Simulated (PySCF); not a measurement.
Input file:

```
{"job": {"kind": "sp", "xc": "PBE0", "basis": "ma-def2-SVP", "d3": "d3bj", "grid": 2}, "charge": 0, "multiplicity": 1}
W      0.000897     0.001728    -0.007796
F      0.003719    -0.000401     1.830725
F      0.000366     0.002532    -1.846276
F      1.839266     0.000884    -0.008742
F     -1.837556     0.003909    -0.005373
F      0.001302     1.840319    -0.007073
F     -0.001803    -1.836845    -0.009984
```

Launched as:

```sh
OMP_NUM_THREADS=1 python redox_run.py task.json out
```

Geometry: PBE0-D3(BJ)/def2-SVP; core potentials replace the inner electrons of W.

Method: DFT single point, gas phase, functional PBE0 (PySCF 2.14.0, density-fitted response routines).

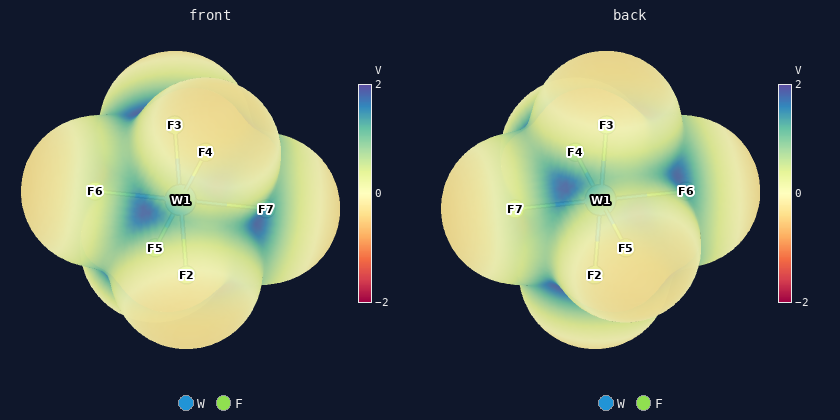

F6W (WF6). The electrostatic potential painted on the density surface at 0.002 e/bohr³, seen from the front and from behind; red is negative and blue positive.

### Describe the electrostatic potential map.

The most negative region (about −0.3 V) lies over the F atoms, the most positive (about +1.8 V) over W1.

### How polar is the molecule by this calculation?

Its dipole moment is zero.
